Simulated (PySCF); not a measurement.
## Electronic structure of BH$_{7}$O$_{4}$Si$_{3}$ (SMILES BO[SiH]1O[SiH2]O[SiH2]O1) in real space

Input file:

```
{"job": {"kind": "nmr", "xc": "PBE0", "basis": "pcSseg-1"}, "charge": 0, "multiplicity": 1}
O      0.242198     1.236737    -0.472428
Si     1.824935     1.375417    -0.125012
O      2.403842    -0.090084     0.272467
Si     1.657359    -1.519008     0.477028
O      0.090809    -1.356466     0.071100
Si    -0.667469    -0.094847    -0.599644
O     -1.991030     0.165975     0.268328
B     -3.299367     0.280430     0.318267
H      1.915653     2.229069     1.047350
H      2.501523     1.760205    -1.352795
H      2.256636    -2.430799    -0.483846
H      1.682622    -1.839704     1.893802
H     -0.870609    -0.380842    -2.009346
H     -3.945056     0.148347    -0.659564
H     -3.802048     0.515569     1.354293
```

Command:

```sh
OMP_NUM_THREADS=1 python cluster_run.py task.json out
```

Geometry: GFN2-xTB.

Method: PBE0/pcSseg-1, SCF density, gas phase, non-relativistic (PySCF).

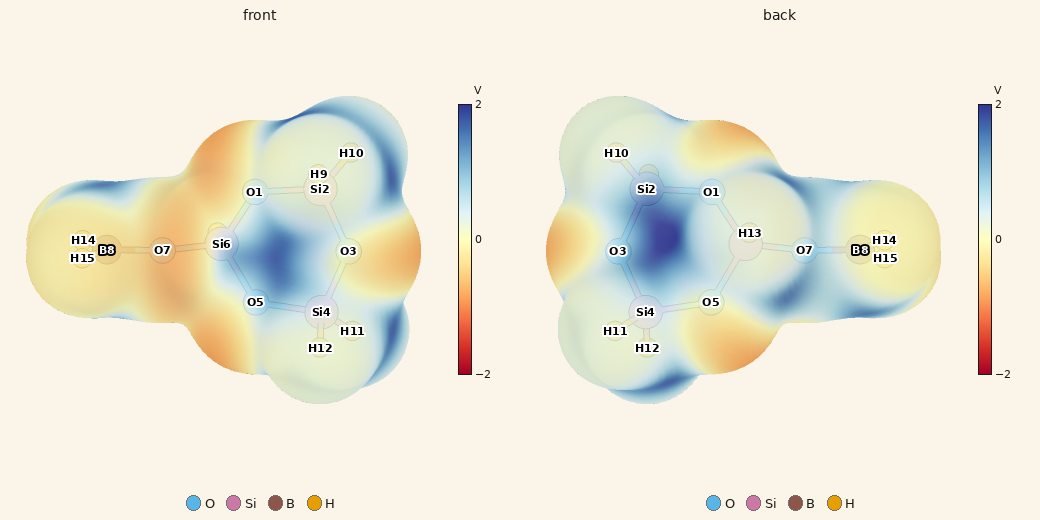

Figure 1. The molecular electrostatic potential painted on the density surface at 0.002 e/bohr³, seen from the front and from behind; the colour scale runs from red (negative) to blue (positive).

Where is the surface potential most negative and most positive?

Answer. The most negative region (about −0.8 V) lies over O1 and O5, the most positive (about +1.9 V) over Si2, Si4 and Si6.

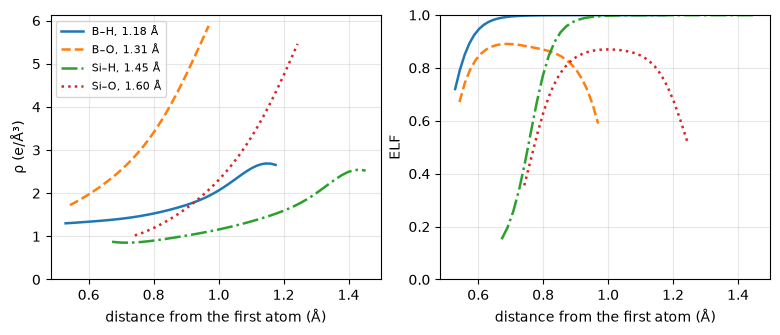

Figure 2. Total electron density and ELF along straight lines between neighbouring atoms. The curves leave out the atomic cores.

Compare the contacts.

Answer. B–H (1.18 Å): the density is about 1.3 e/Å³ at the midpoint; the ELF climbs to about 1 towards the hydrogen, as it does in any bond to H: an ordinary covalent bond to hydrogen.
B–O (1.31 Å): the density is about 2.3 e/Å³ at the midpoint; the ELF peaks at about 0.90 between the atoms; a short, strongly polar bond.
Si–H (1.45 Å): ρ at the midpoint is about 0.85 e/Å³; the ELF climbs to about 1 towards the hydrogen.
Si–O (1.60 Å): ρ is about 1.2 e/Å³ halfway; the ELF peaks at about 0.85 between the atoms (a polar covalent bond).
